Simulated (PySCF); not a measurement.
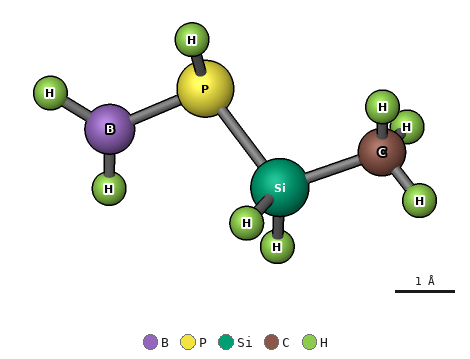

*The structure as given in the input (ball-and-stick view, seen at a tilt).*

**CH$_{8}$BPSi: excited-state calculation**

- system: CH$_{8}$BPSi
- method: TDDFT B3LYP/def2-SVPD, vertical, IEF-PCM water (non-equilibrium linear response), core orbitals frozen in the response (PySCF 2.14.0)

The geometry comes from this level: PBE0-D3(BJ)/def2-SVP. It belongs to a series of runs on one base structure; here: solvent water.

## Log
```
coarse grid: 10384 points
cycle   1  E = -698.2965723461  dE = -9.624e-02  |g| = 3.409e-01  |ddm| = 3.840e+00
cycle   2  E = -698.2874586715  dE =  9.114e-03  |g| = 3.857e-01  |ddm| = 9.581e-01
cycle   3  E = -698.3304987028  dE = -4.304e-02  |g| = 2.860e-02  |ddm| = 4.455e-01
cycle   4  E = -698.3307042945  dE = -2.056e-04  |g| = 1.364e-02  |ddm| = 7.156e-02
cycle   5  E = -698.3307686845  dE = -6.439e-05  |g| = 1.812e-03  |ddm| = 3.294e-02
cycle   6  E = -698.3307698126  dE = -1.128e-06  |g| = 7.071e-04  |ddm| = 4.359e-03
final grid: 89248 points
cycle   7  E = -698.4181115145  dE = -1.575e-05  |g| = 2.733e-03  |ddm| = 4.678e-02
cycle   8  E = -698.4181104624  dE =  1.052e-06  |g| = 3.372e-03  |ddm| = 6.846e-03
cycle   9  E = -698.4181135609  dE = -3.098e-06  |g| = 1.425e-04  |ddm| = 3.555e-03
cycle  10  E = -698.4181135669  dE = -5.951e-09  |g| = 5.859e-05  |ddm| = 3.815e-04
cycle  11  E = -698.4181135681  dE = -1.253e-09  |g| = 1.139e-05  |ddm| = 1.407e-04
cycle  12  E = -698.4181135682  dE = -4.434e-11  |g| = 4.910e-06  |ddm| = 2.689e-05
```

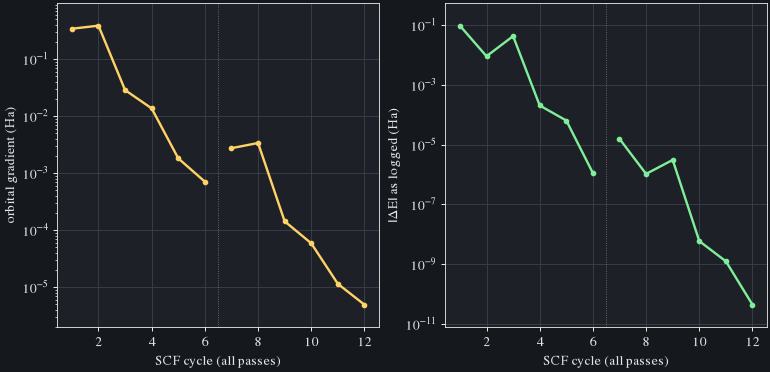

*Convergence of the self-consistent field: orbital gradient and size of the energy change against the SCF cycle. The dotted line marks the change from a coarse to the final integration grid.*

The first 6 cycles use a coarse grid, the final grid takes over at cycle 7, and the field converges after 12 cycles in all.

```
converged SCF energy = -698.4181135682

Static polarisability (au): isotropic 124.157, principal 102.880 118.754 150.837

Singlet excitations
state   eV       nm        f      main configurations
  1   4.6019    269.4   0.12393   H->L 0.94
  2   5.4552    227.3   0.07635   H-1->L 0.93
  3   6.0378    205.3   0.01104   H-4->L 0.42, H-2->L 0.31, H-3->L 0.24
  4   6.1946    200.1   0.05221   H->L+1 0.53, H->L+2 0.42
  5   6.3889    194.1   0.07894   H->L+2 0.53, H->L+1 0.43
  6   6.4978    190.8   0.00392   H-2->L 0.64, H-4->L 0.30
```

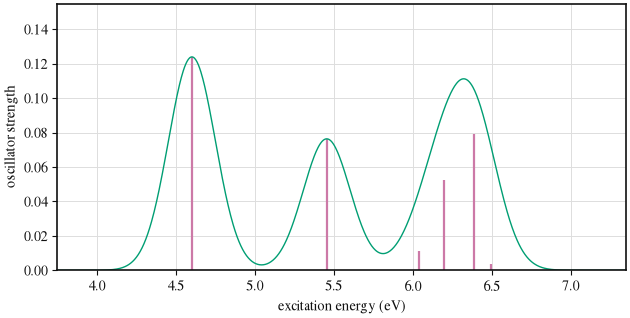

*Computed excitations as sticks (degenerate states added up, dark ones marked on the axis), with a Gaussian envelope of 0.35 eV full width at half maximum, scaled to the tallest.*

Of the 6 states the lowest lies at 4.60 eV (f = 0.124); the strongest line is at 4.60 eV, or 269 nm (f = 0.124).

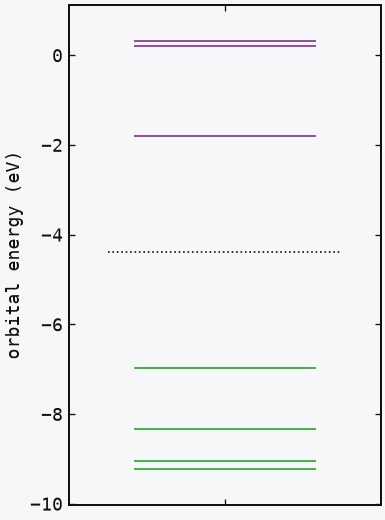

*Orbital energies near the frontier; the dotted line parts filled from empty levels, and levels within 0.02 eV of each other stand side by side.*

Highest filled −6.96 eV, lowest empty −1.79 eV, 5.17 eV apart.

The run was set up as follows.

## Input file
```
{"job": {"kind": "uv", "xc": "B3LYP", "basis": "def2-SVPD", "solvent": "water", "nstates": 6, "ntriplets": 0}, "charge": 0, "multiplicity": 1}
B      2.624051     0.013643     0.659984
P      1.014496     0.922398     0.665946
Si    -0.583876    -0.477948    -0.063672
C     -2.272023     0.315317     0.137957
H      3.642824     0.578420     0.346364
H      2.648930    -1.107550     1.108023
H      1.104387     1.947719    -0.312044
H     -0.436265    -1.687195     0.800915
H     -0.366923    -0.871980    -1.490177
H     -3.066068    -0.377526    -0.181337
H     -2.350899     1.227959    -0.472687
H     -2.446750     0.589220     1.189195
```

The first line tells a small driver script what to run in PySCF; the rest is the geometry in Å.

Run as:
```bash
OMP_NUM_THREADS=1 python <driver script> task.json out
```

## Key numbers

- outcome: converged
- total energy: −698.418114 hartree
- HOMO: −6.96 eV
- LUMO: −1.79 eV
- dipole moment: 2.37 D
- mean polarisability: 124.16 a.u.
- lowest excitation: 4.60 eV
- hardware: 1 CPU thread, shared host
- wall time: 7.1 s
- peak memory: 0.76 GiB
